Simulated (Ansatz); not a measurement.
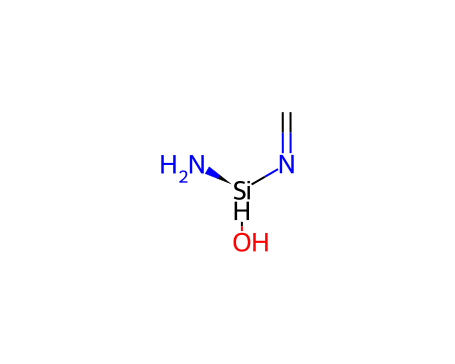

(Drawn from a calculation with Ansatz.)

Skeletal drawing of a molecule.

### Give its SMILES.

C=N[Si@H](N)O

### What is the molecular formula?

CH6N2OSi.

### An optimisation with PBE0-D4/def2-TZVP gave a structure of which point group?

C1.
